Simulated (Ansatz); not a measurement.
# (GaAs)1(ZnS)2 [001] superlattice, started as zinc blende: the cell at rest

Wanted: the relaxed cell of (GaAs)1(ZnS)2 [001] superlattice, started as zinc blende.

Method: DFT PBE, scalar-relativistic, plane waves, PAW, in Ansatz 0.2.0.

The structure was built from a prototype and need not be the compound's stable phase.

## Step 1: Starting point

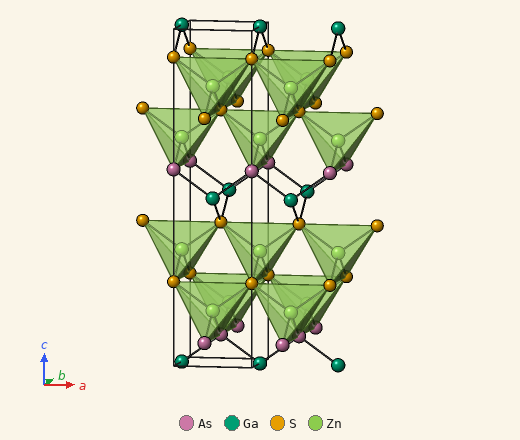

Start, viewed slightly off an axis; arsenic pink, gallium teal, sulfur orange, zinc green. 2×1×1 cells are drawn. This picture shows the conventional cell, with its axes. Some periodic images of atoms are drawn too.

As a file:

```cif
data_structure
_symmetry_space_group_name_H-M 'Imm2'
_symmetry_Int_Tables_number 44
_cell_length_a 3.8820
_cell_length_b 3.8820
_cell_length_c 16.4700
_cell_angle_alpha 90.000
_cell_angle_beta 90.000
_cell_angle_gamma 90.000
_cell_volume 248.20
loop_
_atom_site_label
_atom_site_type_symbol
_atom_site_symmetry_multiplicity
_atom_site_Wyckoff_symbol
_atom_site_fract_x
_atom_site_fract_y
_atom_site_fract_z
_atom_site_occupancy
As1 As 2 a 0.50000 0.50000 0.08333 1
Ga1 Ga 2 b 0.00000 0.50000 0.00000 1
S1 S 2 a 0.00000 0.00000 0.25000 1
S2 S 2 a 0.50000 0.50000 0.41667 1
Zn1 Zn 2 b 0.50000 0.00000 0.16667 1
Zn2 Zn 2 b 0.00000 0.50000 0.33333 1
```

## Step 2: Probe on a coarse mesh

First a cheap look: the gap decides the mesh and the occupations, the pressure tells how far the cell has to move.

input.yaml

```yaml
crystal:
  lattice:
    - [2.745, 2.745, 0.0]
    - [-2.745, 2.745, 0.0]
    - [2.745, 0.0, 8.235]
  atoms:
    - { symbol: As, position: [0.416667, 0.083333, 0.166667] }
    - { symbol: Ga, position: [0.0, 0.0, 0.0] }
    - { symbol: S, position: [0.75, 0.75, 0.5] }
    - { symbol: S, position: [0.083333, 0.416667, 0.833333] }
    - { symbol: Zn, position: [0.333333, 0.666667, 0.333333] }
    - { symbol: Zn, position: [0.666667, 0.333333, 0.666667] }
kpoints:
  mp_grid: { grid: [6, 6, 6] }
hamiltonian:
  xc: pbe
scf:
  occupations: { method: gaussian, width: 0.1 }
output:
  forces: true
  stress: true
  eigenvalues: true
```

On the command line:

```
$ ansatz run input.yaml --threads 8 --pin off --max-ram 14336MiB --backend cpu --events-out ev --progress --plain --runs-dir out
```

Numbers of over 12 decimals in the logs are rounded to 6 here.

The program printed:

```text
[...]
k-point 0: bands = [... 28 lower, 5.0041, 6.4545, 6.7960, 7.3860, 7.9417, 9.4303, 9.5954, 10.5536, ... 2 higher]
  k-point 1: bands = [... 28 lower, 5.0753, 6.0761, 6.7168, 7.3241, 8.2591, 9.3669, 9.6958, 10.5744, ... 2 higher]
  k-point 2: bands = [... 28 lower, 5.2854, 5.3722, 6.5373, 7.1980, 8.6681, 9.3512, 9.8950, 10.6899, ... 2 higher]
  k-point 45: bands = [... 28 lower, 3.6959, 3.9096, 4.7157, 4.8572, 9.4842, 9.7769, 10.0323, 10.5206, ... 2 higher]
[key lines of the parts left out:]
SCF converged after 9 iterations
Free energy (F): -17084.766547 eV
Fermi energy:    7.756824 eV
P = ⅓ Tr σ = 2.8445 GPa (28.445 kbar)
```

It took 1.6 s on 8 threads of Intel Xeon 6975P-C (Granite Rapids), shared host; peak memory 0.65 GiB.

This step gave:

- pressure: 2.844 GPa
- volume per atom: 20.68 Å³
- gap on the k-mesh: 0.4103 eV
- direct gap on mesh: 0.5557 eV

The coarse mesh shows a gap of 0.41 eV and a pressure of 2.8 GPa.

## Step 3: Bringing the structure to rest

Harmonic phonons are second derivatives at a point where the forces vanish, and they are wanted at zero stress, so atoms and cell are relaxed first.

input.yaml, the sections that differ from step 2:

```yaml
kpoints:
  mp_grid: { grid: [8, 8, 8] }
scf:
  occupations: { method: gaussian, width: 0.02 }
relax:
  adjacent_minimum: "off"
  f_tol: 0.005
  max_steps: 80
  cell: { stress_tol: 0.05 }
# crystal, hamiltonian, output: as in step 2
```

The program printed:

```text
[...]
Crystal: 6 atoms, lattice volume = 124.102 Å³
Basis set: ecut = 420 eV, 2479 PW (Γ), exchange–correlation on 54×54×120 points (8 copies of the dense FFT grid, shifted against one another)
Bands: 39, of which v1, the nominal top of the filled ones, is band 32 counted from 1 (31 counted from 0)
Symmetry: 4 space group operations
[...]
k-points: 95 of 512 (time reversal used)
[...]
SCF iter   1: F=—  HF=-17084.779654 eV  |F-HF|=—  |Δ(HF+E_count)|=         —  Δρ=1.61e-3  dr2=9.99e-3  ethr=1.77e-3  ⟨swp⟩=6.2  Hψ=15910  notcnv=0
[...]
SCF iter   9: F=-17084.775871 eV  HF=-17084.775871 eV  |F-HF|=8.12e-9  |Δ(HF+E_count)|=   9.76e-8  Δρ=3.00e-6  dr2=1.37e-8  ethr=1.56e-10  ⟨swp⟩=8.4  Hψ=15717  notcnv=0
SCF 1 converged in 9 iterations: F = -17084.775871 eV  dr2 = 1.37e-8
[...]
relax step   1: F+E_penalty+E_count = -17084.77587143 eV  Δ(F+E_penalty+E_count) = +0.000e0 eV  max|allowed force component| = 5.648e-1 eV/Å  Δτ_max = 0.0000 Å  P = +2.842 GPa  Ω = 124.102 Å³  (9 SCF iters, dr2 threshold 1.00e-7 eV, accepted)
Crystal: 6 atoms, lattice volume = 127.396 Å³
Basis set: ecut = 420 eV, 2519 PW (Γ), exchange–correlation on 54×54×120 points (8 copies of the dense FFT grid, shifted against one another)
[...]
iter 1 solved again at ethr=1.96e-5 eV; its pass at ethr=3.10e-3 eV (dr2=1.26e-2 eV) is discarded
[...]
SCF iter   7: F=-17084.860843 eV  HF=-17084.860842 eV  |F-HF|=3.85e-7  |Δ(HF+E_count)|=   2.04e-6  Δρ=1.76e-5  dr2=3.83e-7  ethr=9.37e-10  ⟨swp⟩=6.5  Hψ=16647  notcnv=0
SCF 2 converged in 7 iterations: F = -17084.860843 eV  dr2 = 3.83e-7
relax step   2: F+E_penalty+E_count = -17084.86084266 eV  Δ(F+E_penalty+E_count) = -8.497e-2 eV  max|allowed force component| = 2.044e-1 eV/Å  Δτ_max = 0.0467 Å  P = +0.849 GPa  Ω = 127.396 Å³  energy of the carried Pulay correction = -1.091e-3 eV  (7 SCF iters, dr2 threshold 6.00e-7 eV, accepted)
Crystal: 6 atoms, lattice volume = 128.936 Å³
Basis set: ecut = 420 eV, 2543 PW (Γ), exchange–correlation on 54×54×120 points (8 copies of the dense FFT grid, shifted against one another)
[...]
SCF iter   6: F=-17084.869798 eV  HF=-17084.869798 eV  |F-HF|=3.75e-7  |Δ(HF+E_count)|=   2.09e-6  Δρ=1.92e-5  dr2=4.40e-7  ethr=9.37e-10  ⟨swp⟩=6.9  Hψ=18374  notcnv=0
SCF 3 converged in 6 iterations: F = -17084.869798 eV  dr2 = 4.40e-7
relax step   3: F+E_penalty+E_count = -17084.86979847 eV  Δ(F+E_penalty+E_count) = -8.956e-3 eV  max|allowed force component| = 3.082e-2 eV/Å  Δτ_max = 0.0154 Å  P = +0.077 GPa  Ω = 128.936 Å³  energy of the carried Pulay correction = -1.591e-3 eV  (6 SCF iters, dr2 threshold 6.00e-7 eV, accepted)
[...]
relax step   4: F+E_penalty+E_count = -17084.86989822 eV  Δ(F+E_penalty+E_count) = -9.976e-5 eV  max|allowed force component| = 7.214e-3 eV/Å  Δτ_max = 0.0033 Å  P = -0.000 GPa  Ω = 129.090 Å³  energy of the carried Pulay correction = -1.641e-3 eV  (6 SCF iters, dr2 threshold 5.94e-8 eV, accepted)
[...]
relax step   5: F+E_penalty+E_count = -17084.86990314 eV  Δ(F+E_penalty+E_count) = -4.914e-6 eV  max|allowed force component| = 2.483e-3 eV/Å  Δτ_max = 0.0006 Å  P = -0.005 GPa  Ω = 129.103 Å³  energy of the carried Pulay correction = -1.645e-3 eV  (5 SCF iters, dr2 threshold 3.25e-9 eV, accepted)
[...]
SCF iter   9: F=-17084.871559 eV  HF=-17084.871559 eV  |F-HF|=3.35e-10  |Δ(HF+E_count)|=  2.04e-10  Δρ=1.88e-7  dr2=3.32e-11  ethr=1.00e-12  ⟨swp⟩=4.2  Hψ=13012  notcnv=0
SCF 6 converged in 9 iterations: F = -17084.871559 eV  dr2 = 3.32e-11
relax step   6: F+E_penalty+E_count = -17084.87155906 eV  Δ(F+E_penalty+E_count) = -1.656e-3 eV  max|allowed force component| = 2.436e-3 eV/Å  Δτ_max = 0.0000 Å  P = -0.005 GPa  Ω = 129.103 Å³  stress off target by 1.23e-2 GPa  SCF on the basis re-selected at this cell (its energy is not comparable with the rows above)  (9 SCF iters)
basis re-selected at this cell: Δ(F+E_penalty+E_count) = -1.656e-3 eV, ΔP = -0.000 GPa vs the last step (what re-selecting the basis moved, of the pressure what is left beyond the Pulay correction that the steps carried, after the strain that the cell walked since its last selection, with what the two solves' SCF thresholds leave and, on support functions, any second-order correction that the steps lacked; it is no m [...]
SCF converged after 9 iterations
Free energy (F): -17084.871559 eV
[...]
Internal energy: -17084.871559 eV  (E = F + TS)
E sigma→0 (E₀):  -17084.871559 eV
Fermi energy:    7.095506 eV
[...]
--- Forces (eV/Å), atoms counted from 1 ---
  atom   1  As     0.00000000    -0.00000000     0.00235560
  atom   2  Ga    -0.00000000     0.00000000    -0.00243622
  atom   3  S      0.00000000    -0.00000000     0.00137128
  atom   4  S      0.00000000     0.00000000     0.00208863
  atom   5  Zn    -0.00000000     0.00000000    -0.00190476
  atom   6  Zn    -0.00000000     0.00000000    -0.00147412
  max |Σ_I F_I| component: 4.19e-7 eV/Å
--- Stress (GPa, compression-positive) ---
       -0.004626       0.007688      -0.000000
        0.007688      -0.004626      -0.000000
       -0.000000      -0.000000      -0.006111
  P = ⅓ Tr σ = -0.0051 GPa (-0.051 kbar)
--- Band table (eV; the first three rows and the last of 95) ---
  k-point 0: bands = [... 28 lower, 4.5132, 5.9969, 6.1991, 6.7463, 7.2952, 8.9201, 9.1649, 9.9267, ... 3 higher]
  k-point 1: bands = [... 28 lower, 4.5795, 5.7507, 6.1546, 6.7117, 7.5257, 8.8760, 9.2055, 9.9345, ... 3 higher]
  k-point 2: bands = [... 28 lower, 4.7346, 5.2596, 6.0374, 6.6267, 7.9420, 8.8215, 9.2498, 10.0395, ... 3 higher]
  k-point 94: bands = [... 28 lower, 3.4020, 3.5046, 4.3143, 4.4699, 9.1141, 9.2262, 9.5143, 10.0755, ... 3 higher]
--- Relaxed structure (5 steps of the walk, 5 accepted, 1 SCFs on fresh bases) ---
  F+E_penalty+E_count = -17084.87155906 eV   max|allowed force component| = 2.436e-3 eV/Å   (the final SCF, on the basis selected at the relaxed cell)
  cell:  # Å, volume = 129.1029 Å³
    - [2.794291, 2.794291, 0]
    - [-2.809145, 2.809145, 0]
    - [2.801718, -0.00742665, 8.223563]
  atoms:
    - { symbol: As, position: [0.415801, 0.084199, 0.168399] }
    - { symbol: Ga, position: [-0.000925942, 0.000925942, 0.00185188] }
    - { symbol: S, position: [0.746724, 0.753276, 0.506553] }
    - { symbol: S, position: [0.086932, 0.413068, 0.826136] }
    - { symbol: Zn, position: [0.331393, 0.668607, 0.337214] }
    - { symbol: Zn, position: [0.670077, 0.329923, 0.659847] }
```

The job ended after 18 s (8 threads; peak memory 0.88 GiB; 2.3 min of CPU time).

The steps of the relaxation:

```
step  energy less that of the first step (eV)  largest force component (eV/Å)  pressure (GPa)  volume (Å³)
   1                                   0.0000                          0.5648            2.84       124.10
   2                                  -0.0850                          0.2044            0.85       127.40
   3                                  -0.0939                          0.0308            0.08       128.94
   4                                  -0.0940                          0.0072            0.00       129.09
   5                                  -0.0940                          0.0025            0.00       129.10
  6*                                  -0.0957                          0.0024           -0.01       129.10
```

Relaxation steps marked * repeat the geometry before them on a plane-wave basis chosen anew for their cell, so energy and pressure can jump there.

Forces are held to the 4 operations that the run works with; a distortion that breaks them can't arise in this run.

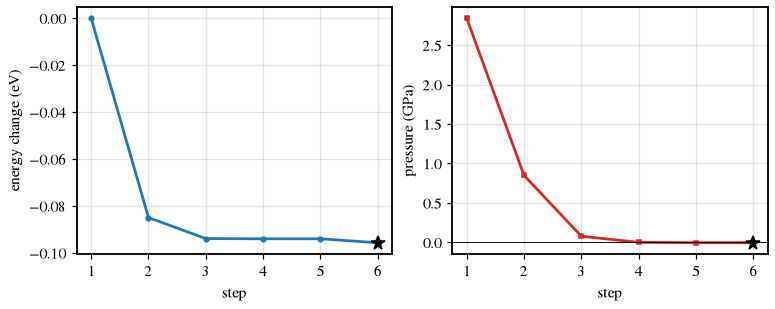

Energy and pressure along the relaxation. Stars mark steps on a basis chosen anew.

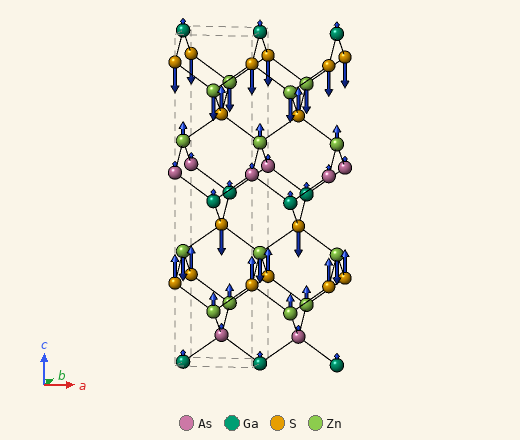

Displacements in the relaxation, exaggerated, measured against the changing cell; the longest in the cell stands for 0.06 Å. 2×1×1 conventional cells are drawn. Some periodic images of atoms are drawn too.

```
conventional cell, symmetrised  before   after  change
                         a (Å)   3.882   3.952  +1.8 %
                         b (Å)   3.882   3.973  +2.3 %
                         c (Å)  16.470  16.447  -0.1 %
              volume (Å³/atom)   20.68   21.52  +4.0 %
```

The atoms that moved most (Å, as changes of fractional coordinates times the final cell):

```
atom     dx     dy      dz  length
  S4  0.000  0.000  -0.059   0.059
 Zn6  0.000  0.000  -0.056   0.056
  S3  0.000  0.000   0.054   0.054
 Zn5  0.000  0.000   0.032   0.032
 Ga2  0.000  0.000   0.015   0.015
 As1  0.000  0.000   0.014   0.014
```

Final coordinates:

```xyz
6
Lattice="2.7943 2.7943 0.0000 -2.8091 2.8091 0.0000 2.8017 -0.0074 8.2236" Properties=species:S:1:pos:R:3 pbc="T T T"
As    1.3971    1.3971    1.3848
Ga    0.0000    0.0000    0.0152
S     1.3897    4.1989    4.1657
S     1.3971    1.3971    6.7938
Zn   -0.0074    2.8017    2.7731
Zn    2.7943    2.7943    5.4263
```

This step gave:

```
pressure           : -0.005121 GPa
gap on the k-mesh  : 0.4014 eV
volume per atom    : 21.52 Å³
direct gap on mesh : 0.5489 eV
```

In this step the volume went from 20.68 to 21.52 Å³/atom.

## Step 4: Relaxing to small forces for the phonons

Phonons need a cell at rest on their own settings, so the relaxation is repeated with tight tolerances on forces and stress on the k mesh and occupations of the first response run.

input.yaml

```yaml
crystal:
  lattice:
    - [2.7942914228, 2.7942914228, 0.0]
    - [-2.8091447261, 2.8091447261, 0.0]
    - [2.8017180745, -0.0074266516, 8.2235633157]
  atoms:
    - { symbol: As, position: [0.4158006325, 0.0841993675, 0.1683987349] }
    - { symbol: Ga, position: [-0.0009259424, 0.0009259424, 0.0018518848] }
    - { symbol: S, position: [0.7467235708, 0.7532764292, 0.5065528583] }
    - { symbol: S, position: [0.0869321314, 0.4130678686, 0.8261357372] }
    - { symbol: Zn, position: [0.3313929674, 0.6686070326, 0.3372140653] }
    - { symbol: Zn, position: [0.6700766403, 0.3299233597, 0.6598467194] }
kpoints:
  mp_grid: { grid: [8, 8, 8] }
hamiltonian:
  xc: pbe
scf:
  occupations: { method: fixed }
output:
  forces: true
  stress: true
  eigenvalues: true
relax:
  adjacent_minimum: "off"
  f_tol: 0.001
  max_steps: 60
  cell: { stress_tol: 0.01 }
```

The program printed:

```text
[...]
Crystal: 6 atoms, lattice volume = 129.103 Å³
Basis set: ecut = 420 eV, 2551 PW (Γ), exchange–correlation on 54×54×120 points (8 copies of the dense FFT grid, shifted against one another)
Bands: 39, of which v1, the nominal top of the filled ones, is band 32 counted from 1 (31 counted from 0)
[... 1 set-up line as in the run before ...]
[...]
- [-2.809040, 2.809040, 5.402345404290743e-17]
    - [2.801699, -0.00734091, 8.223012]
  atoms:
    - { symbol: As, position: [0.415794, 0.084206, 0.168413] }
    - { symbol: Ga, position: [-0.000919916, 0.000919916, 0.00183983] }
    - { symbol: S, position: [0.746716, 0.753284, 0.506569] }
    - { symbol: S, position: [0.086921, 0.413079, 0.826158] }
    - { symbol: Zn, position: [0.331405, 0.668595, 0.337190] }
    - { symbol: Zn, position: [0.670085, 0.329915, 0.659830] }
[key lines of the parts left out:]
SCF converged after 6 iterations
Free energy (F): -17084.871562 eV
Fermi energy:    6.894384 eV
P = ⅓ Tr σ = 0.0001 GPa (0.001 kbar)
```

Elapsed: 12 s, on 8 threads; peak memory 0.88 GiB; 90 s of CPU time.

Little changed from the start: no atom moved by 0.005 Å and no cell edge by 0.1 %.

Numbers from this step:

| Quantity | Value |
| --- | --- |
| pressure | 7.81e-5 GPa |
| gap on the k-mesh | 0.4019 eV |
| direct gap on mesh | 0.5492 eV |

The largest force component left is 0.26 meV/Å and the pressure is 0.000 GPa, within the tolerances set. The cell now holds 21.52 Å³/atom.

## Step 5: Summary of results

- space group after relaxation (within 0.01 Å): Imm2
- lattice constant a: 3.952 Å
- lattice constant b: 3.973 Å
- lattice constant c: 16.446 Å
- volume per atom: 21.5 Å³
- gap on the k-mesh: 0.402 eV

In words: The largest force component left is 0.26 meV/Å and the pressure is 0.000 GPa, within the tolerances set. The cell now holds 21.52 Å³/atom. The relaxation keeps the symmetry of its start, so it says nothing on stability against lower symmetry. The starting cell was built on a prototype and not taken from a measurement, so the phase need not exist.

[Logs are printed without paths, hosts, clocks, repeated set-up lines and the standing remarks that a program may print on its own settings, such as how far it seeks lower states.]

[Hosts, paths, dates, database ids (printed as entryN), source tags and the programs' standing remarks are cut or masked in the printed files.]
